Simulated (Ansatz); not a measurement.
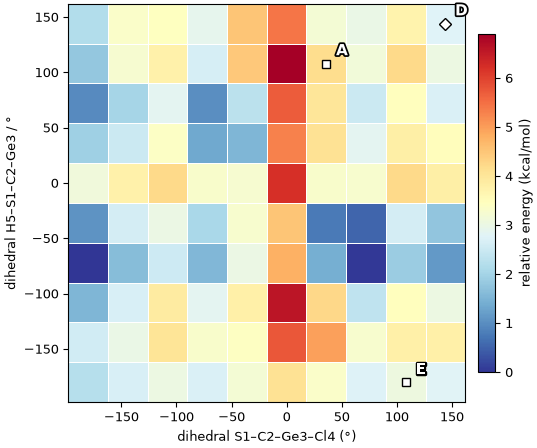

CH5ClGeS, SMILES S[CH2][GeH2][Cl]. First axis: dihedral S1–C2–Ge3–Cl4. Second axis: dihedral H5–S1–C2–Ge3. Nothing is relaxed (all other coordinates rigid). Grid: 10 × 10 points. Energies: kcal/mol, counted from the lowest grid point. Energies and slopes of some neighbouring points disagree (a jump in structure or state, or too coarse a mesh). These are results of Ansatz 0.2.0, RKS PBE0-D4/def2-SVP, not measurements.

In the figure: one coloured cell a grid point, lettered points.

### Is D the lowest point of the computed grid?

No. D lies 2.75 kcal/mol above the lowest grid point, which is at dihedral S1–C2–Ge3–Cl4 = −180°, dihedral H5–S1–C2–Ge3 = −72°.

### Rank the lettered points by energy, lowest first.

D (2.75 kcal/mol), E (3.08 kcal/mol), A (4.18 kcal/mol).
